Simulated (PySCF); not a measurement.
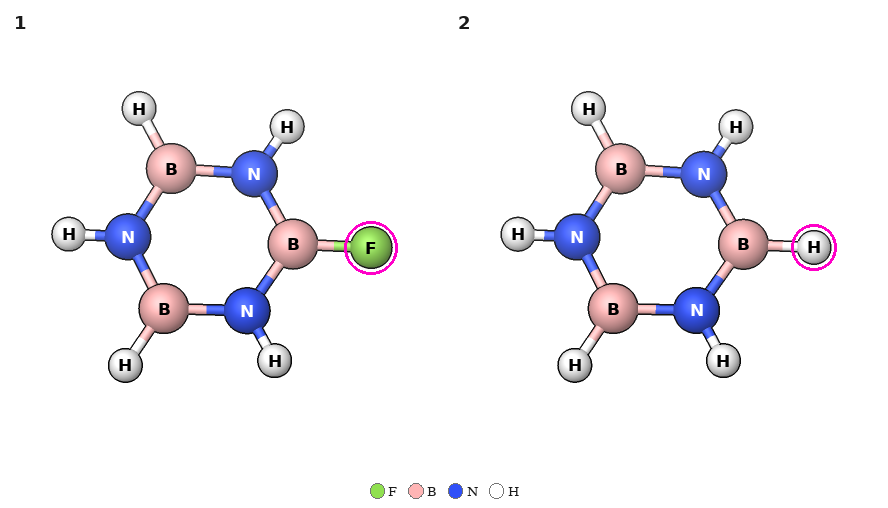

2 molecules with one skeleton, seen from the same side and at one scale; the atom that differs is circled. Each species is neutral and a spin singlet. Computed geometries: PBE0-D3(BJ)/def2-SVP optimisations, one conformation each. Properties computed with PySCF 2.14.0.

One atom differs, called X below: F in panel 1, H in panel 2. Their formulas are B3FH5N3 (`FB1NBNBN1`), B3H6N3 (`B1NBNBN1`).

> In which is the length of X–B larger (PBE0-D3(BJ)/def2-SVP)?

In panel 1 (X = F).

> In which is the dipole moment larger (PBE0/def2-TZVP)?

In panel 1 (X = F).

Give the values. With PBE0-D3(BJ)/def2-SVP: length of X–B (Å), mean angle X–B–N (°). With PBE0/def2-TZVP: HOMO energy (Kohn–Sham orbital) (eV), HOMO–LUMO gap (eV), dipole moment (D).

```tsv
quantity	1 (F)	2 (H)	2 − 1
length of X–B (Å)	1.341	1.210	−0.131
mean angle X–B–N (°)	120.6	121.3	+0.7
HOMO energy (Kohn–Sham orbital) (eV)	−8.15	−8.16	−0.01
HOMO–LUMO gap (eV)	8.35	8.50	+0.15
dipole moment (D)	0.89	0.00	−0.89
```
